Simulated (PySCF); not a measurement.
**C$_{2}$H$_{10}$NPSi$_{2}$: density, localisation and related maps**

| atom | x (Å) | y (Å) | z (Å) |
| --- | --- | --- | --- |
| P | 2.8764 | -0.9731 | 0.0560 |
| Si | 1.0516 | 0.0161 | -0.8088 |
| C | -0.4292 | -1.2121 | -0.6927 |
| N | -1.1563 | -0.8397 | 0.5091 |
| C | -1.6759 | 0.5182 | 0.4543 |
| Si | -0.1426 | 1.6665 | 0.3241 |
| H | 2.3897 | -1.0245 | 1.3495 |
| H | 3.5452 | 0.2151 | 0.2900 |
| H | 1.3975 | 0.2300 | -2.2289 |
| H | -0.1046 | -2.2480 | -0.5876 |
| H | -1.0569 | -1.1523 | -1.5966 |
| H | -1.9051 | -1.5018 | 0.6926 |
| H | -2.2583 | 0.6943 | 1.3592 |
| H | -2.3535 | 0.6715 | -0.4028 |
| H | 0.3137 | 2.0520 | 1.6651 |
| H | -0.4992 | 2.8968 | -0.3936 |

Geometry: GFN2-xTB.

Method: CAM-B3LYP/def2-SVPD, SCF density, gas phase (PySCF).

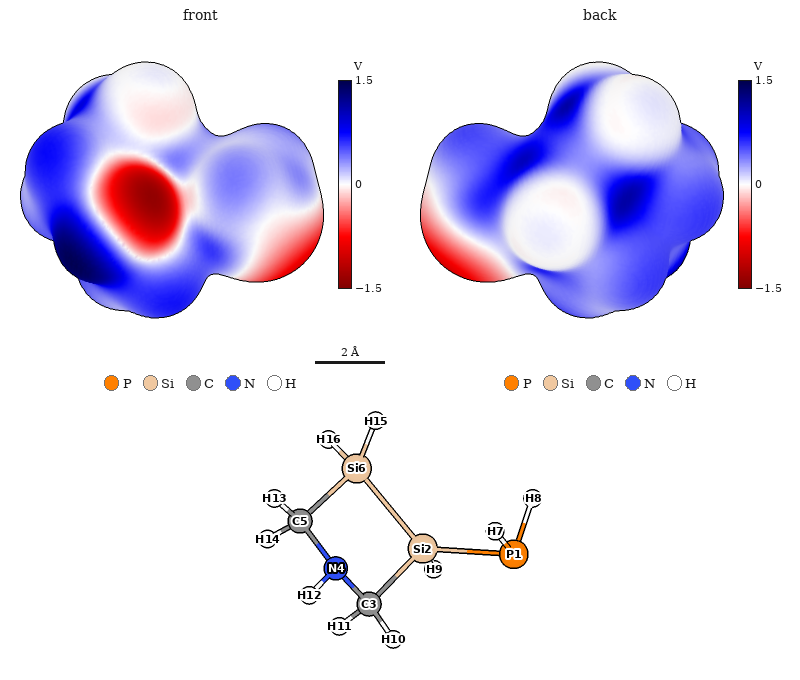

Figure 1. The electrostatic potential painted on the density surface at 0.002 e/bohr³, seen from the front and from behind; the colour scale runs from red (negative) to blue (positive). The bare structure is drawn below in the same view.

**Describe the electrostatic potential map.**

The most negative region (about −1.3 V) lies over N4, the most positive (about +1.4 V) over H12. N4 is the likeliest acceptor of a hydrogen bond.

**What dipole moment does the calculation give?**

Its dipole moment is 1.51 D.

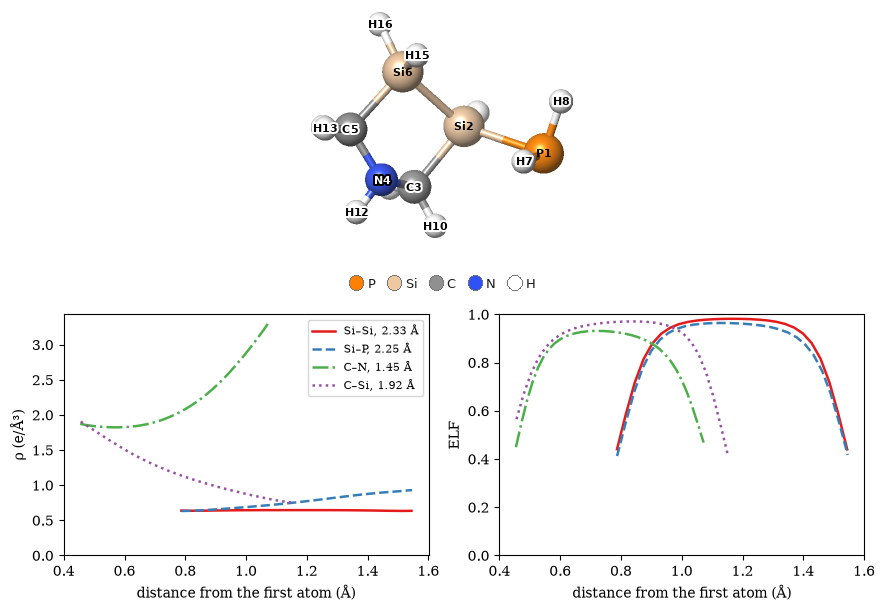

Figure 2. Total electron density and ELF along straight lines between neighbouring atoms. The curves leave out the atomic cores. The structure is drawn too.

**Compare the contacts.**

Si–Si (2.33 Å): ρ at the midpoint is about 0.65 e/Å³; the ELF peaks at about 1 between the atoms, as expected for a covalent bond.
Si–P (2.25 Å): ρ at the midpoint is about 0.74 e/Å³; the ELF peaks at about 0.95 between the atoms (a shared electron pair).
C–N (1.45 Å): the density is about 1.9 e/Å³ at the midpoint; the ELF peaks at about 0.95 between the atoms, as expected for localised, covalent bonding.
C–Si (1.92 Å): ρ is about 0.92 e/Å³ halfway; the ELF peaks at about 1 between the atoms; a shared electron pair.
